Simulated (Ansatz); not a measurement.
Consider H$_{4}$Sn···CH$_{4}$O.

```csv
atom,x (Å),y (Å),z (Å)
Sn,-0.3042,1.9384,0.9629
O,0.7139,-0.6219,-0.9428
C,0.0686,-1.8814,-0.9540
H,-1.8470,1.4595,0.3650
H,0.6072,2.7489,-0.2517
H,-0.5125,2.9835,2.3278
H,1.0731,-0.4799,-0.0472
H,0.5722,0.5661,1.4876
H,-0.6898,-2.0023,-0.1410
H,-0.4664,-1.9737,-1.9218
H,0.7848,-2.7374,-0.8848
```

Core potentials replace the inner electrons of Sn.

The calculation used UKS PBE/def2-SVP in Ansatz.

### Predict the electron density and electron localisation function between the atoms.

C–O (1.42 Å): the density is about 2 e/Å³ at the midpoint, with its minimum of 1.8 e/Å³ about 0.5 Å from C; the ELF peaks at about 0.85 between the atoms (a polar covalent bond).
O–H (0.98 Å): ρ at the midpoint is about 3.6 e/Å³; the ELF climbs to about 1 towards the hydrogen, as it does in any bond to H: an ordinary covalent bond to hydrogen.
C–H (1.11 Å): the density is about 1.9 e/Å³ at the midpoint; the ELF climbs to about 1 towards the hydrogen; a covalent bond by its length.

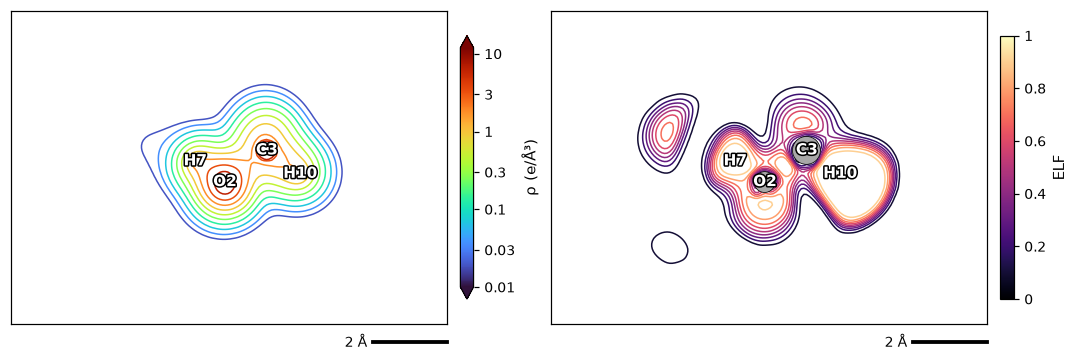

Computed electron density and electron localisation function on the plane of atoms C3, O2 and H7, in this order. Grey discs cover the atomic cores in the ELF map. 
